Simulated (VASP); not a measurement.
Band structure of HgTe (zinc blende). Calculation: AM05 GGA, VASP's PBE PAW potentials (set 64) (plane waves; VASP 6.6.1).

Unless said otherwise, spin-orbit coupling is left out, though it shifts the bands of the heavy elements here.

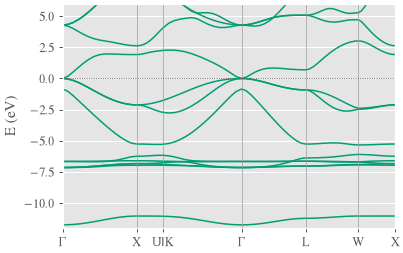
Figure: Bands along high-symmetry lines, zero at the valence-band maximum or, without a gap, the Fermi level

Q: Read the plot: is there a gap, and where are the band edges?

A: It has no gap at this level: it comes out as a metal or semimetal. (Edges off the drawn lines would not show.)

The compound is HgTe in the zinc blende structure. It was relaxed first.
